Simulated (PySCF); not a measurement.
```xyz
9

C    -1.1332   -0.1728    0.1440
C     0.2803   -0.0073   -0.3260
F     0.4535   -0.5494   -1.5739
C     1.4154    0.1076    0.5543
S     1.0594    1.6635   -0.1011
H    -1.8244    0.2634   -0.5746
H    -1.2606    0.3046    1.1107
H    -1.3514   -1.2370    0.2341
H     2.3747   -0.3666    0.5074
```

Geometry: GFN2-xTB.

All numbers below come from UKS B3LYP, pcH-1 on C F H S, non-relativistic, mean-field spin-orbit, GIAO in PySCF.

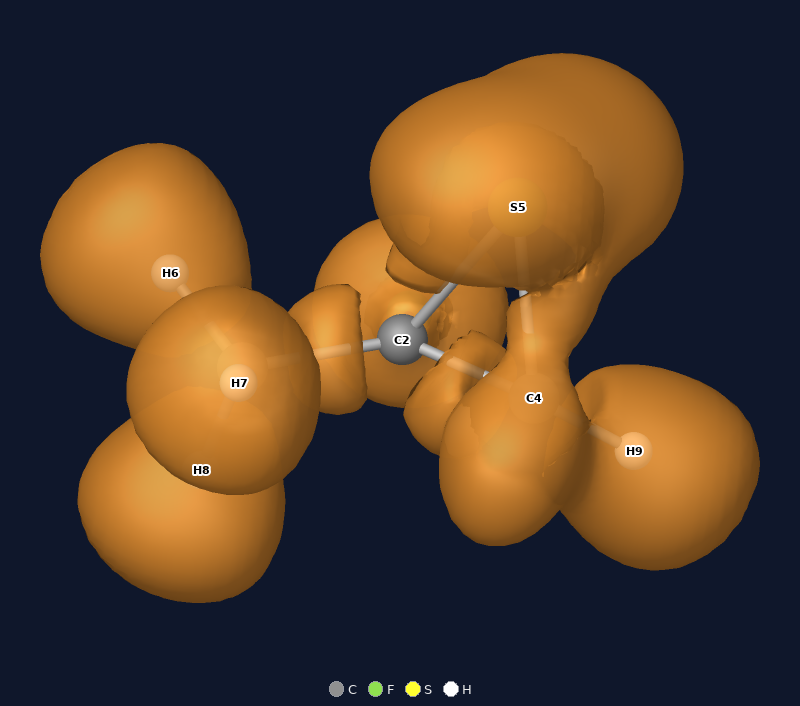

C₃H₄FS (SMILES C[C@]1(F)[CH]S1) (doublet). Isosurface of the electron localisation function at 0.75 (orange), seen from one side. Only the valence region is drawn (cores and ρ < 0.01 e/Å³ removed).

Where are the electrons localised?

The surface consists of one region between bonded C–C atoms (shared pairs), three regions around hydrogen nuclei, one region on F in which the atom's valence shell and bonds are merged and one joined region spread over several atoms (C, H, S), in which their bonds and any lone pairs are merged. Along the contacts the grid gives the following. C–F (1.37 Å): the ELF peaks at about 0.85 between the atoms, as expected for a shared but strongly polarised pair. C–C (1.44 Å): the ELF peaks at about 0.90 between the atoms (a covalent bond).
